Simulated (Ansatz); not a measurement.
# Time against size: Zr2CO2 MXene, 4 layers (80 atoms) repeated, support functions

The cell holds 80 atoms: 16 C, 32 Zr and 32 O. Its edges and angles: a = 6.752 Å, b = 6.752 Å, c = 40.780 Å, α = 90.0°, β = 90.0°, γ = 120.0°. It derives from Zr2CO2 (Zr2CO2 MXene). 4 layers of Zr2CO2 MXene (a = 3.31 Å), 2 x 2 cells, biaxial strain +2 %, every second layer slid by 0.167 of a1 + 2 a2; facing planes 2.84, 2.72, 2.82 Å apart; 14 Å of vacuum. Regions: layer 1, 20 atoms (4 C, 8 Zr and 8 O); layer 2, 20 atoms (4 C, 8 Zr and 8 O); layer 3, 20 atoms (4 C, 8 Zr and 8 O); layer 4, 20 atoms (4 C, 8 Zr and 8 O). Vacuum lies along c.

Calculated with Ansatz 0.2.0: Kohn-Sham DFT, RPBE+D3(BJ), PAW (set soft_2), localised support functions (medium); the typed cell is repeated and solved at Γ on 1 × NVIDIA GB200 with 32 threads of Arm Neoverse V2, shared host.

| atoms | wall time divided by the number of SCF cycles (s) | repeats | SCF cycles |
| --- | --- | --- | --- |
| 80 | 0.2888 | 1×1×1 | 24 |
| 720 | 1.488 | 3×3×1 | 20 |
| 1280 | ? | ? | ? |
| 2880 | 12.00 | 6×6×1 | 21 |

Task: Fit a power law of the atom count to the rows given and interpolate to the withheld row.

Worked fit:

A power law y = A x^b is a line in u = ln x and v = ln y.

| u = ln x | v = ln y |
| --- | --- |
| 4.38203 | -1.24219 |
| 6.57925 | 0.397097 |
| 7.96555 | 2.48530 |

With n = 3: mean u = 6.30894, mean v = 0.546735, Σ(u − ū)² = 6.5304, Σ(u − ū)(v − v̄) = 6.6181. Slope b = 6.6181 / 6.5304 = 1.0134; intercept a = v̄ − b ū = -5.8469.

At the withheld row u = 7.155, v = a + b u = 1.404, and y = exp(v).

Prediction at 1280: 4.071 s. The run gave 2.883 s, so the fit is high by 1.2 s (41 % of the value).

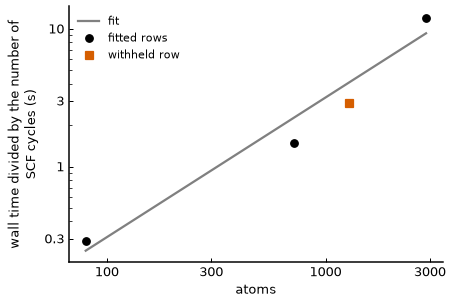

The fit, the rows that it rests on and the withheld row.

The fitted exponent is 1.0. Between neighbouring rows, the withheld one included, the exponents are 0.75, 1.2 and 1.8, so one power law doesn't hold over the range. Among the rows given, the largest relative miss of the fit is at 720, by 0.78 s (53 %).

Limits: One run a row; fixed overheads weigh on the small cells.

[Hosts, paths, dates, database ids (printed as entryN), source tags and the programs' standing remarks are cut or masked in the printed files.]
